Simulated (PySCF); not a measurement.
**CoCl₂: doublet, from a bent start**

Where does doublet CoCl₂ go from a bent start, is the end point a minimum, and what are its modes, charges and moments?

Computed with PySCF 2.14.0. Level: PBE, basis Co def2-TZVP, Cl def2-TZVP, no relativity, density fitting.

### 1 Where the work starts

3 atoms, charge 0, spin multiplicity 2.

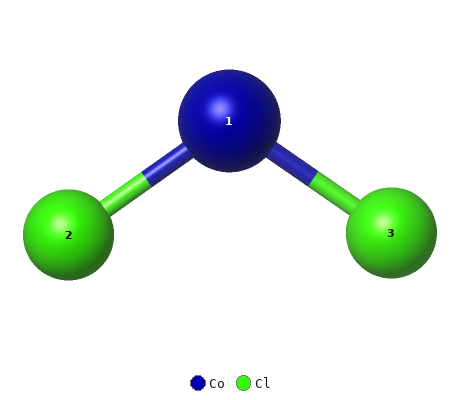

The starting geometry (cobalt blue, chlorine green); atoms are numbered from 1 in the order of the file.

Z-matrix (Å, degrees; charge 0 multiplicity 2):
```
Co
Cl 1 2.1000
Cl 1 2.1000 2 110.00
```

### 2 First SCF at the start

One driver script runs all steps and calls PySCF; scf.py shows how it sets up the SCF of each step. The optimiser is the driver's own. After this first run the driver tries any further starts and a stability analysis.

scf.py

```python
from pyscf import gto, scf, dft
mol = gto.M(atom='''
Co     0.000000     0.000000     0.000000
Cl     1.720200     0.000000     1.204500
Cl    -1.720200     0.000000     1.204500''',
    basis={'Co': 'def2-TZVP', 'Cl': 'def2-TZVP'},
    charge=0, spin=1)
mf = dft.UKS(mol, xc='PBE')
mf.grids.atom_grid = (50, 194)
aux = {'Co': 'def2-universal-JKFIT', 'Cl': 'def2-universal-JKFIT'}
mf = mf.density_fit(auxbasis=aux)
mf.conv_tol = 1e-08
mf.diis_space = 10
mf.max_cycle = 60
mf.init_guess = 'minao'
mf.verbose = 4
mf.kernel()
```

Command:

```
> OMP_NUM_THREADS=4 python axn.py task.json out
```

The log of the run, shortened:

```text
[... the frontier levels of the middle cycles are left out ...]
init E= -2301.84846471796
[... the frontier-level lines of each cycle are left out ...]
cycle= 1 E= -2284.5406023402  delta_E= 17.3  |g|= 5.51  |ddm|= 5.88
cycle= 2 E= -2217.49417352331  delta_E=   67  |g|= 14.5  |ddm|= 12.2
cycle= 3 E= -2270.19061483359  delta_E= -52.7  |g|= 10.8  |ddm|= 7.34
cycle= 4 E= -2278.50526787013  delta_E= -8.31  |g|= 9.52  |ddm|=  1.7
cycle= 5 E= -2286.81108950718  delta_E= -8.31  |g|= 8.04  |ddm|= 2.61
cycle= 6 E= -2287.25828724796  delta_E= -0.447  |g|= 7.73  |ddm|= 0.979
cycle= 7 E= -2288.9771926012  delta_E= -1.72  |g|=  7.4  |ddm|= 0.697
cycle= 8 E= -2292.63309456492  delta_E= -3.66  |g|= 6.18  |ddm|= 1.04
cycle= 9 E= -2299.81082625166  delta_E= -7.18  |g|= 3.78  |ddm|= 2.74
cycle= 10 E= -2299.05046405244  delta_E= 0.76  |g|= 3.74  |ddm|=  1.1
cycle= 11 E= -2300.48330927633  delta_E= -1.43  |g|= 3.04  |ddm|= 0.867
cycle= 12 E= -2277.37396002472  delta_E= 23.1  |g|= 5.75  |ddm|= 14.9
cycle= 13 E= -2298.47150646158  delta_E= -21.1  |g|=  3.9  |ddm|= 14.8
cycle= 14 E= -2299.19706299129  delta_E= -0.726  |g|= 3.47  |ddm|= 0.823
[... 13 cycles left out ...]
cycle= 28 E= -2302.65834044087  delta_E= -0.000913  |g|= 0.0593  |ddm|= 0.117
cycle= 29 E= -2302.65912991128  delta_E= -0.000789  |g|= 0.0388  |ddm|= 0.0787
cycle= 30 E= -2302.65924798362  delta_E= -0.000118  |g|= 0.0287  |ddm|= 0.108
cycle= 31 E= -2302.65941474432  delta_E= -0.000167  |g|= 0.0135  |ddm|= 0.0207
cycle= 32 E= -2302.65947006458  delta_E= -5.53e-05  |g|= 0.014  |ddm|= 0.0286
cycle= 33 E= -2302.65956700867  delta_E= -9.69e-05  |g|= 0.00542  |ddm|= 0.0161
cycle= 34 E= -2302.65959833966  delta_E= -3.13e-05  |g|= 0.00364  |ddm|= 0.0193
cycle= 35 E= -2302.65961169875  delta_E= -1.34e-05  |g|= 0.00172  |ddm|= 0.0151
cycle= 36 E= -2302.65961465579  delta_E= -2.96e-06  |g|= 0.000516  |ddm|= 0.00614
cycle= 37 E= -2302.65961513071  delta_E= -4.75e-07  |g|= 0.000156  |ddm|= 0.00384
cycle= 38 E= -2302.6596151601  delta_E= -2.94e-08  |g|= 0.000104  |ddm|= 0.000507
cycle= 39 E= -2302.65961517121  delta_E= -1.11e-08  |g|= 8.89e-05  |ddm|= 0.000347
cycle= 40 E= -2302.65961518224  delta_E= -1.1e-08  |g|= 4.56e-05  |ddm|= 0.000385
cycle= 41 E= -2302.65961518809  delta_E= -5.85e-09  |g|= 2.46e-05  |ddm|= 0.000399
Extra cycle  E= -2302.65961518255  delta_E= 5.54e-09  |g|= 0.000139  |ddm|= 0.00012
converged SCF energy = -2302.65961518255  <S^2> = 1.512179  2S+1 = 2.6549418
```

This step, with its further starts and checks, ran for 39 s (4 threads of Arm Neoverse V1, shared host).

Energies from each starting density:

| start | energy (Eh) |
| --- | --- |
| the minimal-basis guess | -2302.659615 |
| a thermally smeared density | -2302.659653 |

This is not the lowest solution: one lies 0.1 kJ/mol lower, at -2302.65965 Eh, and the relaxation starts from that.

### 3 Bent start, doublet: relaxation

The program finds C2v symmetry in the start, which this walk keeps. The walk stops when the largest gradient is under 0.0003 Eh/bohr and the energy has settled too.

Changes to scf.py since step 2:

```diff
@@ -3,3 +3,3 @@
-Co     0.000000     0.000000     0.000000
-Cl     1.720200     0.000000     1.204500
-Cl    -1.720200     0.000000     1.204500''',
+Co     0.000000     0.000000    -0.653677
+Cl     1.720200     0.000000     0.550823
+Cl    -1.720200     0.000000     0.550823''',
@@ -15 +14,0 @@
-mf.init_guess = 'minao'
```

The optimiser's trace:

| step | energy (Eh) | change (kJ/mol) | largest symmetric gradient (Eh/bohr) |
| --- | --- | --- | --- |
| 0 | -2302.659653 | 0.00 | 0.02070 |
| 1 | -2302.662346 | -7.07 | 0.01424 |
| 2 | -2302.668044 | -22.03 | 0.00613 |
| 3 | -2302.671057 | -29.94 | 0.00760 |
| 4 | -2302.671542 | -31.21 | 0.00649 |
| 5 | -2302.672544 | -33.85 | 0.00222 |
| 6 | -2302.673009 | -35.07 | 0.00556 |
| 7 | -2302.673205 | -35.58 | 0.00116 |
| 8 | -2302.673297 | -35.82 | 0.00038 |
| 9 | -2302.673313 | -35.87 | 0.00037 |
| 10 | -2302.673315 | -35.87 | 0.00003 |

The walk took 59 s.

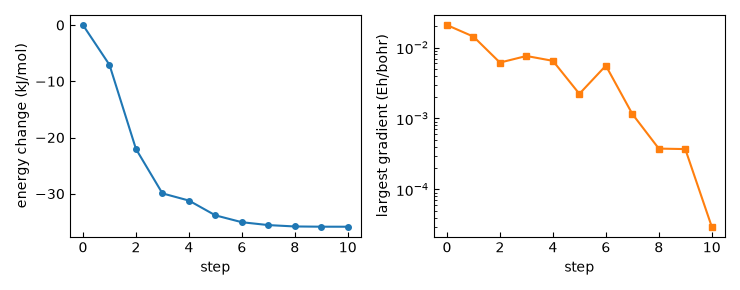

Energy and largest gradient along the walk.

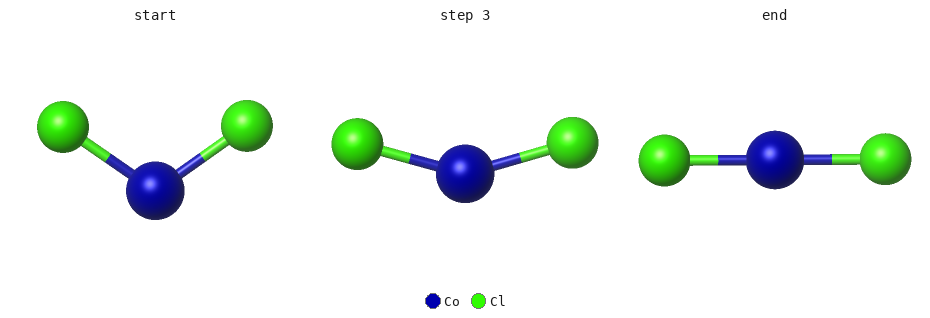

Start and end of the relaxation, with a step between.

End point (D∞h, 10 steps, 35.9 kJ/mol gained): Co–Cl 2.066 Å (×2); Cl–Co–Cl 179.9°.

### 4 Is it a minimum? Harmonic modes

The point is checked on the finer grid, and tightened if its gradient asks for it. The Hessian and the dipole derivatives come from central differences of analytic gradients, with steps of 0.02 bohr.

Changes to scf.py since step 3:

```diff
@@ -3,3 +3,3 @@
-Co     0.000000     0.000000    -0.653677
-Cl     1.720200     0.000000     0.550823
-Cl    -1.720200     0.000000     0.550823''',
+Co    -0.000000    -0.000000     0.000000
+Cl     2.066435     0.000000    -0.000000
+Cl    -2.066435     0.000000     0.000000''',
@@ -9 +9 @@
-mf.grids.atom_grid = (50, 194)
+mf.grids.atom_grid = (75, 302)
@@ -12 +12 @@
-mf.conv_tol = 1e-08
+mf.conv_tol = 1e-10
```

The driver hands on the density of the step before, so the log starts near convergence.

SCF at the final geometry:

```text
init E= -2302.6731892541
[... the frontier-level lines of each cycle are left out ...]
cycle= 1 E= -2302.67318923373  delta_E= 2.04e-08  |g|= 0.000267  |ddm|= 0.000144
cycle= 2 E= -2302.67318765542  delta_E= 1.58e-06  |g|= 0.00237  |ddm|= 0.00122
cycle= 3 E= -2302.67318925365  delta_E= -1.6e-06  |g|= 3.4e-05  |ddm|= 0.00108
cycle= 4 E= -2302.67318925449  delta_E= -8.43e-10  |g|= 5.36e-06  |ddm|= 3.68e-05
cycle= 5 E= -2302.67318925453  delta_E= -3.82e-11  |g|= 2.62e-06  |ddm|= 9.16e-06
Extra cycle  E= -2302.67318925455  delta_E= -1.55e-11  |g|= 1.04e-05  |ddm|= 2.01e-05
converged SCF energy = -2302.67318925455  <S^2> = 1.6494828  2S+1 = 2.7564345
```

The whole step took 37 s.

Geometry: D∞h; Co–Cl 2.066 Å (×2); Cl–Co–Cl 180.0°.

Modes, for the most abundant isotopes:

```json
{"ω (cm⁻¹)": "51", "IR (km/mol)": "4.7"}
{"ω (cm⁻¹)": "80", "IR (km/mol)": "3.9"}
{"ω (cm⁻¹)": "346", "IR (km/mol)": "0.0"}
{"ω (cm⁻¹)": "498", "IR (km/mol)": "75.7"}
```

No imaginary mode, so this is a minimum.

The SCF density has lower symmetry than the nuclear frame, so the modes carry no labels; pairs that should be degenerate can split.

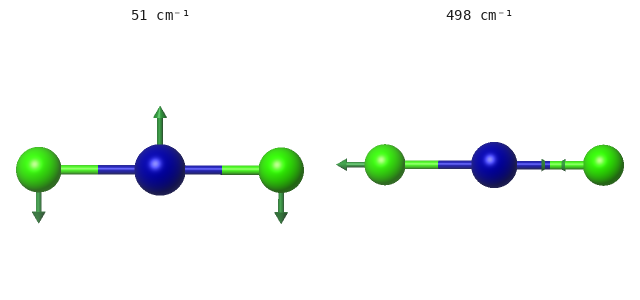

Displacements of 2 of the modes, as arrows (one member where a mode is degenerate).

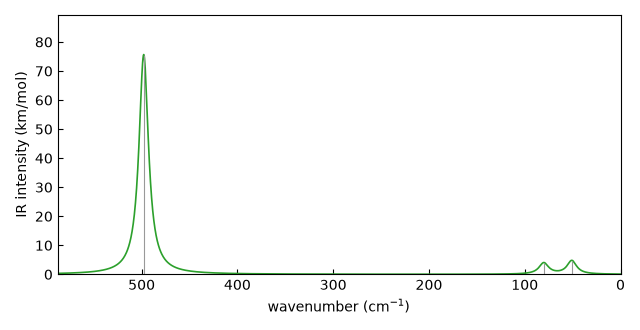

The harmonic infrared spectrum (widths in cm⁻¹). Lines are broadened to a width of 12 cm⁻¹ (Lorentzian).

Constants and moments:

| Property | Result |
| --- | --- |
| Dipole moment | 0.00 D |
| Highest occupied level | -6.58 eV |
| Lowest empty level | -6.46 eV |
| Rotational constants | 0.05645 cm⁻¹ |
| Zero-point energy | 5.8 kJ/mol |
| Principal polarisabilities | 32.7, 32.9, 102.6 bohr³ |
| Atomisation energy without zero-point energy | 772 kJ/mol |
| Principal traceless quadrupole moments about the centre of mass | -4.11, 1.60, 2.51 D Å |
| Entropy at 298.15 K and 1 bar (electronic part: spin only) | 290.0 J/(mol K) |
| Heat capacity Cp at 298.15 K | 57.5 J/(mol K) |
| Enthalpy at 298.15 K above 0 K | 14.45 kJ/mol |
| Rotational symmetry number | 2 |
| Spin squared ⟨S²⟩ | 1.649 |

Charges (e) and bond orders:

```
 atom  Mulliken  Löwdin  polar tensor  spin (Mulliken)  Mayer order to Co1
  Co1      0.51   -0.28          0.77             1.02                   –
Cl2,3     -0.25    0.14         -0.39            -0.01                1.26
```

Outer orbital energies (eV). α occupied: -9.42, -9.05, -8.52, -8.42, -8.11, -7.55, -7.12, -6.99; empty: -6.46, -1.21, 0.62, 0.66. β occupied: -9.39, -9.04, -8.84, -8.59, -8.34, -7.12, -6.98, -6.58; empty: -5.90, -5.62, -1.07, 0.74.

Mulliken populations on Co1: s 6.68, p 12.28, d 7.53, f 0.00.

### 5 Outcome

| quantity | value |
| --- | --- |
| minimum | broken-symmetry (Ms = 1/2), D∞h |
| geometry | Co–Cl 2.066 Å (×2); Cl–Co–Cl 180.0° |
| wavenumbers (cm⁻¹) | 51, 80, 346, 498 |
| dipole moment | 0.00 D |
| highest occupied, lowest empty level (either spin) | -6.58, -6.46 eV |
| polar-tensor charge of Co1 | +0.77 e |
| zero-point energy | 5.8 kJ/mol |
| entropy at 298.15 K | 290.0 J/(mol K) |
| atomisation energy (no zero-point energy) | 772 kJ/mol |
| ⟨S²⟩ | 1.649 |

In words: The bent start (C2v) ends in a minimum of D∞h symmetry. The determinant is spin-contaminated (⟨S²⟩ = 1.65 against 0.75), so it is no pure spin state. The strongest infrared band lies at 498 cm⁻¹ (stretch). The dipole vanishes although Co1 carries +0.8 e by the polar tensor: the bond dipoles cancel. Other starts or spin states, not run here, may lie lower. The SCF density has lower symmetry than the nuclear frame. Open d and f shells are described by one determinant, and the ground state may have another occupation or spin.

The search up to here took 2.2 min.
